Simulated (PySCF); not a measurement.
# CH2O2 (formic acid): levels of theory compared

Wanted: a comparison of 6 runs (B3LYP/cc-pVTZ, CAM-B3LYP/cc-pVTZ, M06-L/cc-pVTZ, r2SCAN/cc-pVTZ, revPBE/cc-pVTZ, wB97X/cc-pVTZ) of CH2O2 (formic acid). The job is set up through a Python script.

The calculation is run with PySCF 2.14.0.

2 further runs of the same task are left out: 2 set aside as unsound or not needed.

## (1) The system as given

CH2O2 has 5 atoms, charge 0, and is taken as a singlet. As SMILES, `O=CO`. The O3–H5 distance was set to 1.454 Å, away from the relaxed value. At this shape a bond of the SMILES string is far longer than usual.

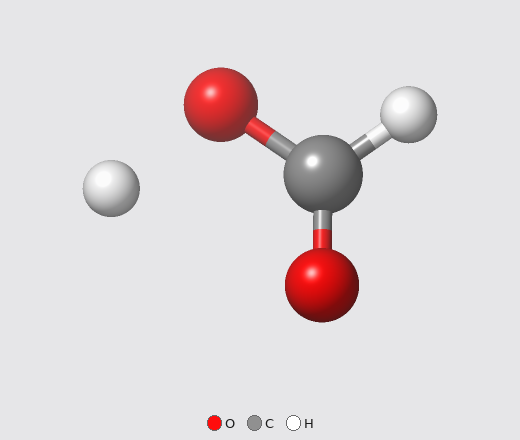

Viewed from a chosen angle; oxygen red, carbon grey, hydrogen white.

## (2) A single-point energy at B3LYP/cc-pVTZ (run 1)

Contents of run.py:

```python
from pyscf import gto, dft

system = gto.M(
    atom=[
    ('O', (-0.555029, -0.726384, 0.864422)),
    ('C', (-0.398779, -0.647894, -0.316878)),
    ('O', (0.289081, 0.312646, -0.938918)),
    ('H', (-0.799669, -1.355694, -1.055948)),
    ('H', (0.792790, 1.214660, 0.083770)),
],
    verbose=3,
    max_memory=1860,
    spin=0,
    basis='cc-pvtz',
)

myscf = dft.RKS(system, xc='b3lyp')
myscf.conv_tol = 1e-10
myscf.grids.level = 5
myscf.kernel()
if not myscf.converged:
    myscf = myscf.newton().run(myscf.mo_coeff, myscf.mo_occ)

energy = myscf.e_tot
print('Final energy', energy)
```

Command:

```bash
$ OMP_NUM_THREADS=1 python run.py
```

Output:

```text
converged SCF energy = -189.759687272845
Final energy -189.75968727284456
```

It took 18 s on 1 thread of Arm Neoverse V1, shared host; peak memory 0.62 GiB.

## (3) The energy at CAM-B3LYP/cc-pVTZ (run 2)

Contents of mol.xyz:

```xyz
5
CH2O2
O     -0.555029    -0.726384     0.864422
C     -0.398779    -0.647894    -0.316878
O      0.289081     0.312646    -0.938918
H     -0.799669    -1.355694    -1.055948
H      0.792790     1.214660     0.083770
```

Contents of run.py:

```python
from pyscf import gto, dft

mol = gto.Mole()
mol.atom = 'mol.xyz'
mol.basis = 'cc-pvtz'
mol.charge = 0
mol.verbose = 3
mol.max_memory = 1860
mol.build()

calc0 = dft.RKS(mol)
calc0.xc = 'cam-b3lyp'
calc0.conv_tol = 1e-10
calc0.grids.level = 5
calc0.kernel()
if not calc0.converged:
    calc0 = calc0.newton().run(calc0.mo_coeff, calc0.mo_occ)

e_tot = calc0.e_tot
print('Final energy', e_tot)
```

Command:

```bash
$ OMP_NUM_THREADS=1 python run.py
```

Output:

```text
converged SCF energy = -189.68656737097
Final energy -189.68656737096998
```

It took 30 s on 1 thread of Arm Neoverse V1, shared host; peak memory 0.62 GiB.

Runs 3 to 5 aren't shown in full; the table further down has their settings and results.

## (4) The energy at wB97X/cc-pVTZ (run 6)

Contents of job.py:

```python
from pyscf import gto, dft

system = gto.M(
    atom='''
O     -1.048853    -1.372667     1.633521
C     -0.753583    -1.224342    -0.598813
O      0.546284     0.590815    -1.774298
H     -1.511155    -2.561890    -1.995453
H      1.498156     2.295375     0.158302
''',
    verbose=3,
    max_memory=1860,
    basis='cc-pvtz',
    unit='bohr',
)

mf = dft.RKS(system, xc='wb97x')
mf.conv_tol = 1e-10
mf.grids.level = 5
mf.kernel()
if not mf.converged:
    mf = mf.newton().run(mf.mo_coeff, mf.mo_occ)

energy = mf.e_tot
print('E = %.10f Eh' % energy)
```

Command:

```bash
$ OMP_NUM_THREADS=1 python job.py
```

Output:

```text
converged SCF energy = -189.701177790652
E = -189.7011777907 Eh
```

Wall time 29 s (1 thread of Arm Neoverse V1, shared host); peak memory 0.62 GiB.

## (5) The series

```csv
run,level,energy (Eh),dipole moment (D),HOMO energy (eV),LUMO energy (eV),wall time
1,B3LYP/cc-pVTZ,-189.759687,1.44,-8.11,-2.89,18 s
2,CAM-B3LYP/cc-pVTZ,-189.686567,1.52,-9.82,-1.45,30 s
3,M06-L/cc-pVTZ,-189.724399,1.43,-6.97,-3.24,41 s
4,r2SCAN/cc-pVTZ,-189.664057,1.42,-7.05,-3.34,38 s
5,revPBE/cc-pVTZ,-189.711090,1.33,-6.66,-3.51,17 s
6,wB97X/cc-pVTZ,-189.701178,1.54,-10.80,-0.29,29 s
```

## (6) Outcome

| quantity | value |
| --- | --- |
| run 6: total energy | -189.70118 Eh |
| run 6: dipole moment | 1.54 D |
| run 6: HOMO energy | -10.80 eV |
| run 6: LUMO energy | -0.29 eV |
| run 6: HOMO–LUMO gap | 10.51 eV |

In words: The dipole moment (its size) runs from 1.33 D (revPBE/cc-pVTZ) to 1.54 D (wB97X/cc-pVTZ). The HOMO–LUMO gap runs from 3.15 eV (revPBE/cc-pVTZ) to 10.51 eV (wB97X/cc-pVTZ). Totals of different functionals can't be ranked against each other. All runs together took 2.9 min, the longest 41 s.
